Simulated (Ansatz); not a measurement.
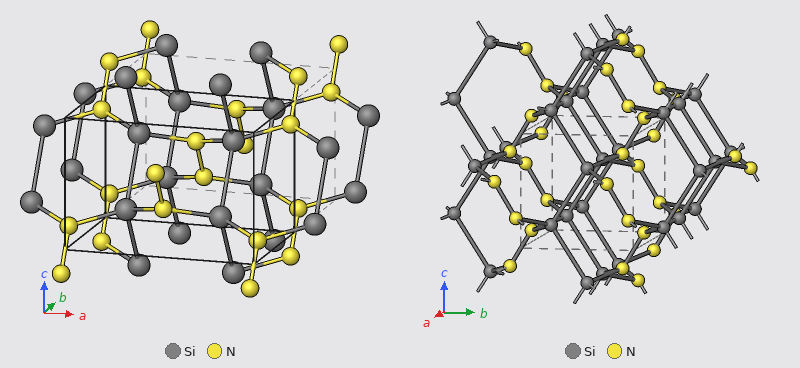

Left: the structure. Right: its underlying net. Nodes are coloured by element. Edges to nodes outside the piece are drawn as stubs.

SiN (space group Pmna, No. 53): the end point of a relaxation with DFT PBE, scalar-relativistic, plane waves, PAW (Ansatz 0.2.0); the starting structure was generated, so it need not be a known form of this composition.

Bonds are taken as N–N below 1.7 Å, N–Si below 2 Å and Si–Si below 2.6 Å. The graph is simplified in the usual way: terminal and isolated atoms are pruned, two-connected atoms become edges.

The result is a binodal (3,4)-connected, three-periodic net: N is a 3-connected node; Si is a 4-connected node, in the ratio 1:1. It is a single net, without interpenetration.

| node | links | point symbol | coordination sequence |
| --- | --- | --- | --- |
| N | 3 | 6·8² | 3 8 20 36 56 |
| Si | 4 | 6⁴·8² | 4 10 20 38 60 |
